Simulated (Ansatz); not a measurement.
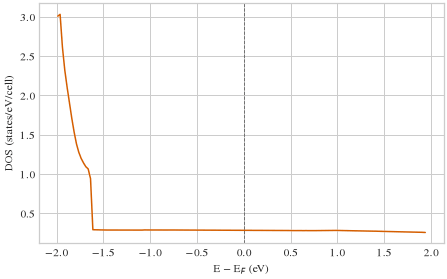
*Density of states of Au (Fm-3m) near the Fermi level, Ansatz (a quantum-chemistry and plane-wave program) with PBEsol, rigid bands.*

With 1 atom a cell, what bare Sommerfeld coefficient γ = (π²/3) k_B² N(E_F) follows?

N(E_F) ≈ 0.28 states/eV a cell at 300 K, so γ ≈ 0.67 mJ/(mol of atoms·K²), before many-body enhancement (phonons, spin fluctuations, correlation).

How far does the Fermi level move in a rigid band for 0.1 electron a cell added or removed?

353 meV and -351 meV.

A metal at this level (no band gap); rigid bands, thermally averaged at 300 K, both spins. Spin-orbit coupling is left out, which matters with elements this heavy. Geometry: cell and atoms relaxed with PBEsol.
